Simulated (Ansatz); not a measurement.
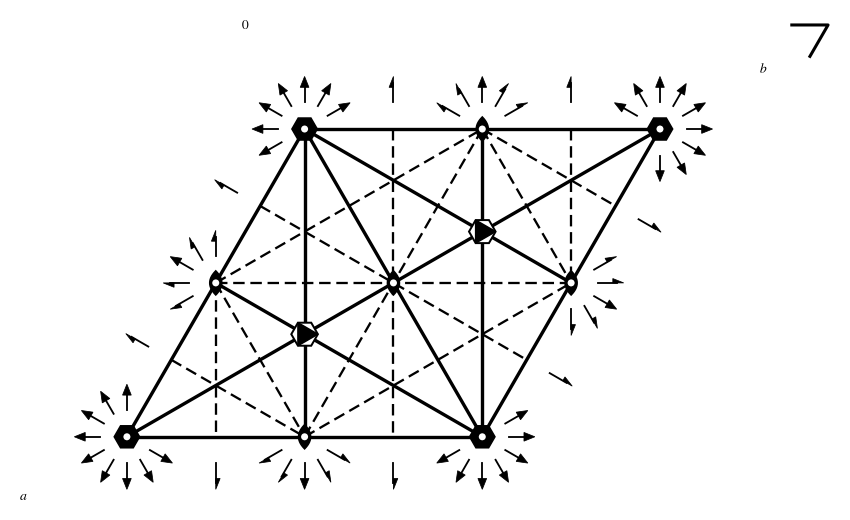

Symmetry elements of a space group, projected down c, computed from the operations of a computed or model structure of composition NaB5, which need not be its known form.

Graphical symbols as in the International Tables (origin upper left, heights as fractions; handed screw axes are marked by their printed symbols).

### Give the Hermann–Mauguin symbol and number.

P6/mmm (No. 191); primitive hexagonal, point group 6/mmm, 24 general positions a cell.

### List the elements shown.

−6 axes along c at (1/3, 2/3), (2/3, 1/3); 6 axes along c at (0, 0); 2 axes along c at (0, 1/2), (1/2, 0), (1/2, 1/2); inversion centres at (0, 0), (0, 1/2), (1/2, 0), (1/2, 1/2); mirror planes holding c and [1 1 0] or [1 2 0] or [2 1 0] or [−1 1 0]; in-plane glide planes holding c and [1 1 0] or [1 2 0] or [2 1 0] or [−1 1 0]; mirror planes normal to a*, at x = 0; b glide planes normal to a*, at x = 1/2; mirror planes normal to b*, at y = 0; a glide planes normal to b*, at y = 1/2; a mirror plane normal to c at height 0; 2 axes along [1 1 0] at height 0; 2 axes along [1 2 0] at height 0; 2 axes along [2 1 0] at height 0; 2 axes along [−1 1 0] at height 0; 2 axes along a at height 0; 2 axes along b at height 0; 2₁ axes along [1 1 0] at height 0; 2₁ axes along [1 2 0] at height 0; 2₁ axes along [2 1 0] at height 0; 2₁ axes along [−1 1 0] at height 0; 2₁ axes along a at height 0; 2₁ axes along b at height 0. Heights repeat every half period; positions are (a, b) fractions, modulo 1.

### Write the general positions (in any order).

x, y, z; −x, −y, −z; x−y, x, z; −x+y, −x, −z; −y, x−y, z; y, −x+y, −z; −x, −y, z; x, y, −z; −x+y, −x, z; x−y, x, −z; y, −x+y, z; −y, x−y, −z; −y, −x, −z; y, x, z; −x, −x+y, −z; x, x−y, z; −x+y, y, −z; x−y, −y, z; y, x, −z; −y, −x, z; x, x−y, −z; −x, −x+y, z; x−y, −y, −z; −x+y, y, z
